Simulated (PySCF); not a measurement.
## Electronic structure of C7H19NSi in real space

The calculation's input:

```
{"job": {"xc": "KT3", "basis": "6-31G*", "kind": "nmr", "pop": true}, "charge": 0, "multiplicity": 1}
C     -2.324565     0.150393     1.815245
C     -2.071933    -0.429528     0.425523
C     -2.682697     0.484065    -0.631477
C     -0.578233    -0.700765     0.196192
C     -0.375450    -1.712436    -0.932653
Si     0.462951     0.861918    -0.133754
N      2.117021     0.388667    -0.222531
C      2.731705    -0.519301     0.713818
C      3.079012     1.301459    -0.784119
H     -1.843159     1.118864     1.919109
H     -1.936407    -0.511798     2.586678
H     -3.392199     0.278996     1.983585
H     -2.591866    -1.396578     0.372443
H     -2.465442     0.122346    -1.632468
H     -2.287516     1.491932    -0.536547
H     -3.764021     0.525783    -0.512962
H     -0.217350    -1.175581     1.115921
H     -0.911405    -2.639168    -0.724039
H      0.679517    -1.947434    -1.050398
H     -0.737041    -1.318102    -1.879047
H      0.186947     1.900711     0.881075
H      0.196329     1.422954    -1.462797
H      1.992593    -1.210139     1.107296
H      3.192892     0.014238     1.554791
H      3.515159    -1.094533     0.210243
H      3.889227     0.741253    -1.259260
H      2.597132     1.925624    -1.530571
H      3.517901     1.953518    -0.018666
```

Run with:

```sh
OMP_NUM_THREADS=1 python ens_run.py task.json out
```

Geometry: GFN2-xTB.

Level of theory: PySCF 2.14.0, KT3/6-31G*, SCF density, gas phase, non-relativistic.

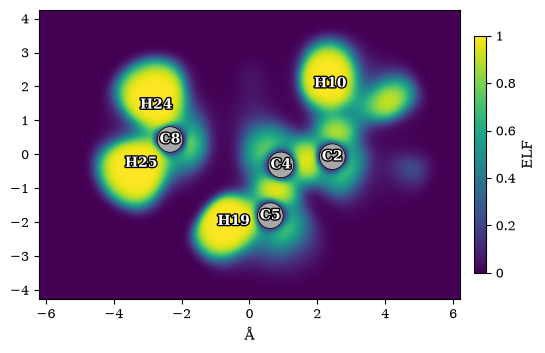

Figure 1. ELF on the plane of atoms C4, C5 and H19. Grey discs cover the atomic cores.

**Describe what can be read from this map.**

- Atoms in the plane: C and H.
- C–C (1.54 Å): the ELF peaks at about 0.95 between the atoms; a covalent bond.
- C–H (1.09 Å): the ELF climbs to about 1 towards the hydrogen, as it does in any bond to H; an ordinary covalent bond to hydrogen.

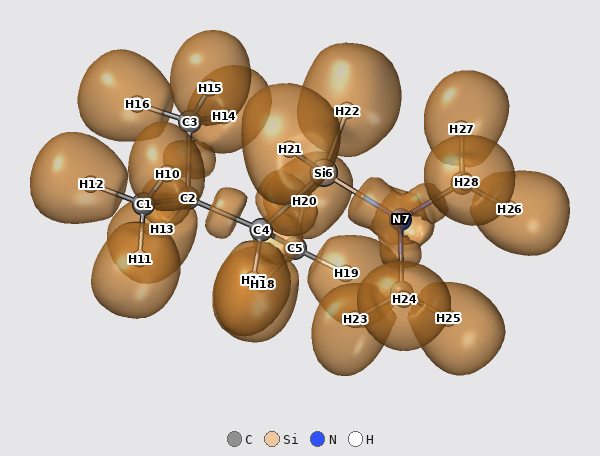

Figure 2. Isosurface of the electron localisation function at 0.75 (orange), seen at a tilt. Only the valence region is drawn (cores and ρ < 0.01 e/Å³ removed).

**What do the ELF domains correspond to?**

The ELF exceeds this value in four regions between bonded C–C atoms (shared pairs), one region between bonded C–Si atoms (shared pairs), 19 regions around hydrogen nuclei and one region on N in which the atom's valence shell and bonds are merged. Profiles from the grid: C–N (1.44 Å): the ELF peaks at about 0.90 between the atoms: a covalent bond. C–C (1.52 Å): the ELF peaks at about 0.95 between the atoms; a shared electron pair.

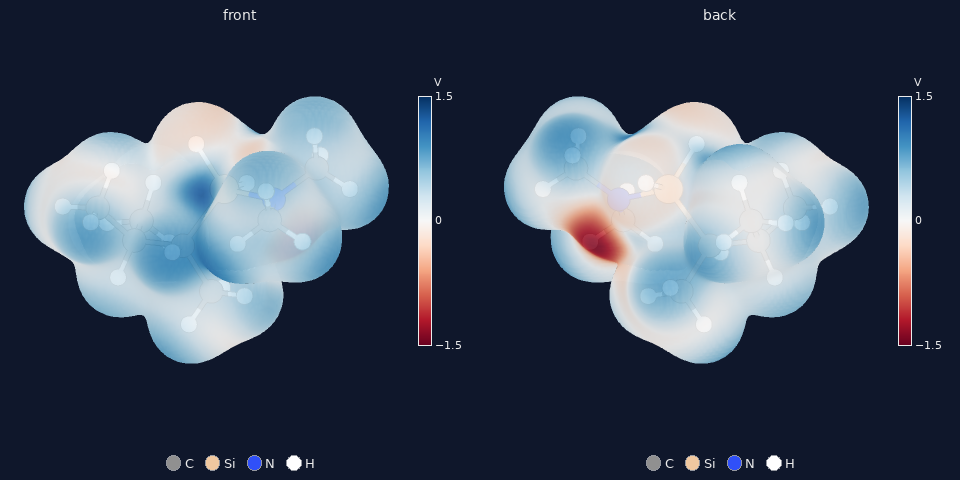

Figure 3. The electrostatic potential painted on the density surface at 0.004 e/bohr³, seen from the front and from behind; red is negative and blue positive.

**Where is the surface potential most negative and most positive?**

The most negative region (about −1.3 V, or −30 kcal/mol for a unit charge) lies over N7, the most positive (about +1.0 V, or +23 kcal/mol for a unit charge) over Si6 and H23. N7 is the likeliest acceptor of a hydrogen bond.

**What dipole moment does the calculation give?**

Its dipole moment is 0.66 D.
